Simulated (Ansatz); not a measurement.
**[HSO2]− (SMILES O=[SH][O-]): levels of theory compared**

Wanted: a comparison of 6 runs (UB3LYP/STO-3G, r2SCAN/STO-3G, revPBE/STO-3G, MP2/STO-3G, CCSDT(Q)/STO-3G, FCI/STO-3G) of [HSO2]−. 

The results are computed with Ansatz 0.2.0.

11 further runs of the same task are left out: 9 that didn't finish, 2 set aside as unsound or not needed.

### Step 1. The molecule

[HSO2]− has 4 atoms, charge -1, and is taken as a singlet. SMILES: `O=[SH][O-]`. The O3–S2 distance was set to 2.971 Å, away from the relaxed value. At this shape a bond of the SMILES string is far longer than usual.

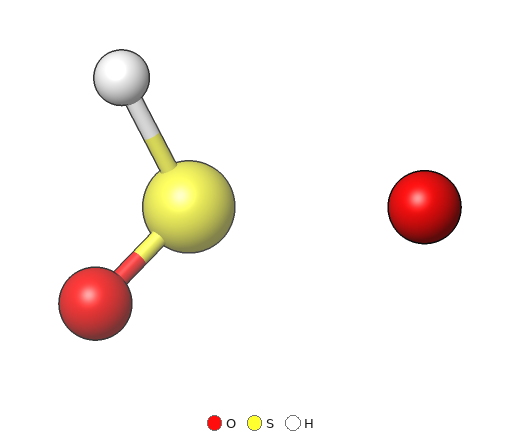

The structure, seen from a chosen angle (oxygen red, sulfur yellow, hydrogen white).

### Step 2. A single-point energy at UB3LYP/STO-3G (run 1)

The input, run.yaml:

```yaml
basis:
  gaussian:
    orbitals: STO-3G
crystal:
  periodic: [false, false, false]
  atoms:
    - {symbol: O, position_ang: [-2.404785, 0.725157, 0.153252]}
    - {symbol: S, position_ang: [-1.405635, 0.351547, -0.879868]}
    - {symbol: O, position_ang: [1.007500, -0.941190, 0.274450]}
    - {symbol: H, position_ang: [-0.816775, 1.803587, -1.279308]}
accuracy: high
total_charge: -1
magnetization:
  spin_polarized: true
  initial_magnetization: 0
hamiltonian:
  xc: {name: B3LYP}
```

Launch:

```sh
$ ansatz run run.yaml --threads 1 --pin off --max-ram 2610MiB --events-out events.jsonl --progress --plain --runs-dir runs
```

Standard output:

```text
Warning: RAYON_NUM_THREADS=1 ignored (pool sized by the plan → 1); use --threads N
Functional definition: B3LYP
  name "B3LYP"
  parameter a0 = 0.2
  parameter ax = 0.72
  parameter ac = 0.81
  exchange = (1 - a0 - ax)*slater_x + ax*b88_x + a0*exact_x
  correlation = (1 - ac)*vwn_rpa_c + ac*lyp_c
331 factors; integrals over basis functions are off by at most 4.0e-8 eV
mean field evaluation 1: about -14723.5451 eV, gradient 2.2e1 eV
mean field evaluation 2: about -14494.0113 eV, gradient 1.1e1 eV
mean field evaluation 4: about -14641.1876 eV, gradient 1.0e2 eV
mean field evaluation 8: about -14754.7984 eV, gradient 6.0e-1 eV
mean field evaluation 16: about -14756.3365 eV, gradient 1.3e-1 eV
mean field evaluation 32: about -14756.3420 eV, gradient 1.1e-4 eV
mean field -14756.34203594 eV, -542.2855676128 hartree, gradient 6.4e-9 eV, S^2 1.000907; 7 other end points of the search recorded, 0 dependent functions left out
reference -14756.34205951 eV, -542.2855684792 hartree; 17, 17 occupied and 3, 3 virtual orbitals, 331 factors
Total energy: -14756.34205951 eV, -542.2855684792 hartree
```

It took 13 s on 1 thread of Arm Neoverse V2, shared host; peak memory 0.12 GiB.

### Step 3. The energy at r2SCAN/STO-3G (run 2)

The input, input.yaml:

```yaml
crystal:
  periodic: [false, false, false]
  atoms:
    - {symbol: O, position_ang: [-2.404785, 0.725157, 0.153252]}
    - {symbol: S, position_ang: [-1.405635, 0.351547, -0.879868]}
    - {symbol: O, position_ang: [1.007500, -0.941190, 0.274450]}
    - {symbol: H, position_ang: [-0.816775, 1.803587, -1.279308]}
basis:
  gaussian:
    orbitals: STO-3G
total_charge: -1
hamiltonian:
  xc: r2scan
accuracy: high
```

Launch:

```sh
$ ansatz run input.yaml --threads 1 --pin off --max-ram 2610MiB --events-out events.jsonl --progress --plain --runs-dir runs
```

Standard output:

```text
Warning: RAYON_NUM_THREADS=1 ignored (pool sized by the plan → 1); use --threads N
Functional definition: r2SCAN
  name "r2SCAN"
  parameter k0 = 0.174
  parameter k1 = 0.065
  parameter a1 = 4.9479
  exchange = r2scan_x(k0 = k0, k1 = k1, a1 = a1)
  correlation = r2scan_c
331 factors; integrals over basis functions are off by at most 4.0e-8 eV
mean field evaluation 1: about -14721.8992 eV, gradient 3.3e1 eV
mean field evaluation 2: about -14492.1784 eV, gradient 1.5e1 eV
mean field evaluation 4: about -14628.7966 eV, gradient 1.4e2 eV
mean field evaluation 8: about -14753.5927 eV, gradient 5.9e-1 eV
mean field evaluation 16: about -14753.5732 eV, gradient 3.0e-8 eV
mean field -14753.57318063 eV, -542.1838140572 hartree, gradient 3.0e-8 eV, S^2 0.000000; 2 other end points of the search recorded, 0 dependent functions left out
reference -14753.57318089 eV, -542.1838140665 hartree; 17, 17 occupied and 3, 3 virtual orbitals, 331 factors
Total energy: -14753.57318089 eV, -542.1838140665 hartree
```

Wall time 2.6 s (1 thread of Arm Neoverse V2, shared host); peak memory 0.12 GiB.

Runs 3 to 5 aren't shown in full; the table further down has their settings and results.

### Step 4. A single-point energy at FCI/STO-3G (run 6)

Changes to input.yaml since step 3:

```diff
@@ -8,7 +8,6 @@
 basis:
-  gaussian:
-    orbitals: STO-3G
+  gaussian: {orbitals: STO-3G}
 total_charge: -1
-hamiltonian:
-  xc: r2scan
+magnetization: {spin_polarized: false, initial_magnetization: 0}
+correlation: {method: fci, frozen_orbitals: {H: 0, O: 1, S: 5}}
 accuracy: high
```

Launch:

```sh
$ ansatz run input.yaml --threads 1 --pin off --max-ram 2610MiB --events-out events.jsonl --progress --plain --runs-dir runs
```

Standard output, shortened:

```text
Warning: RAYON_NUM_THREADS=1 ignored (pool sized by the plan → 1); use --threads N
Functional definition: HF
  name "HF"
[...]
331 factors; integrals over basis functions are off by at most 4.0e-8 eV
[...]
mean field -14718.86961173 eV, -540.9084814229 hartree, gradient 1.1e-8 eV, S^2 0.000000; 8 other end points of the search recorded, 0 dependent functions left out; unrestricted orbitals would lower it
unrestricted determinant -14721.13138353 eV, -540.9916000035 hartree, S^2 0.9978
7 core orbitals not correlated: weight in the atoms' cores, before any rotation towards them, 1.000 or more for the frozen orbitals, at most 0.000 for the correlated occupied ones
reference -14718.86961173 eV, -540.9084814229 hartree; 10, 10 occupied and 3, 3 virtual orbitals, 331 factors
state -14722.44814435 eV, -541.0399900709 hartree
Total energy: -14722.44814435 eV, -541.0399900709 hartree
```

It took 1.5 s on 1 thread of Arm Neoverse V2, shared host.

### Step 5. All runs side by side

```
run            level  frozen core orbitals  energy (Eh)  wall time
  1    UB3LYP/STO-3G                     –  -542.285568       13 s
  2    r2SCAN/STO-3G                     –  -542.183814      2.6 s
  3    revPBE/STO-3G                     –  -542.152506      1.8 s
  4       MP2/STO-3G                     7  -540.986686     0.34 s
  5  CCSDT(Q)/STO-3G                     7  -541.042948        1 s
  6       FCI/STO-3G                     7  -541.039990      1.5 s
```

### Step 6. Summary of results

| quantity | value |
| --- | --- |
| run 6: total energy | -541.03999 Eh |
| run 6: correlation energy (7 core orbitals frozen) | -131.5 mEh |

In words: Against full CI in this basis: MP2 +53.3 mEh; CCSDT(Q) -3.0 mEh. Totals of different functionals can't be ranked against each other. In runs 4, 5 the log says that unrestricted orbitals would lower the reference, so the values rest on an unstable closed-shell determinant (other closed-shell runs at this shape may share the fault). In runs 1, 2, 3, 4, 5, 6 the basis is minimal, so the values are rough. Spin contamination of the reference: run 1 ⟨S²⟩ = 1.00. Where it is this large, the reference is a mixture of spin states, and values that rest on it are in doubt. All runs together took 20 s, the longest 13 s.
